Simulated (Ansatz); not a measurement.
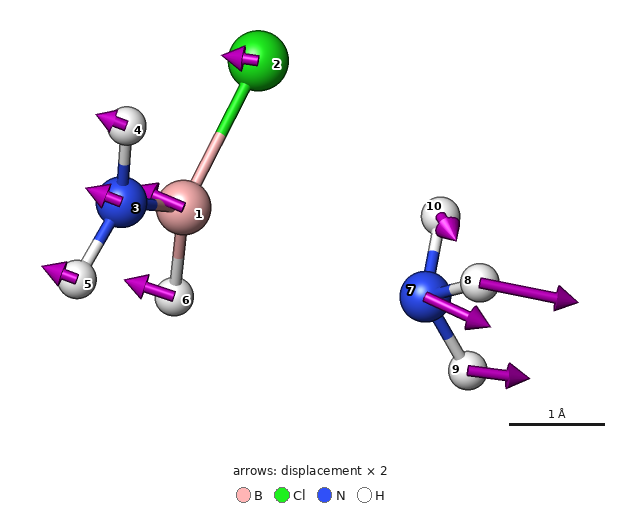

This is a relaxation of BN2H6Cl. The starting structure is drawn; purple arrows show the displacements, magnified 2 times. The two geometries are superimposed by the best rigid fit.

Style: ball-and-stick. Shown from a free direction.

The run prepares an end point of a later path (reaction) calculation, from a guessed geometry.

The calculation used RKS revPBE/def2-SVP (Ansatz). Set-up: no spin polarisation; force threshold 0.03 eV/Å; at most 50 steps.

Q: Describe the change and its energy.

A: After 8 accepted moves (11 points after the start) the energy has fallen by 1.30 kcal/mol. The largest force component goes from 0.45 to 0.013 eV/Å. The line search rejected the trial steps at points 2, 7, 10 of the run. H8 moves most after the best rigid fit: 0.54 Å. By element the largest moves are H 0.54 Å, N 0.40 Å, B 0.30 Å, Cl 0.20 Å. Near-neighbour distances that change, for instance: B1–Cl2 1.845 → 1.799 Å, N7–H10 1.043 → 1.031 Å, B1–N3 1.402 → 1.398 Å.

Limits of the set-up: the start holds two separate molecules, 2.6 Å apart at their closest, whose relative position is a soft coordinate and is computed without a dispersion correction.
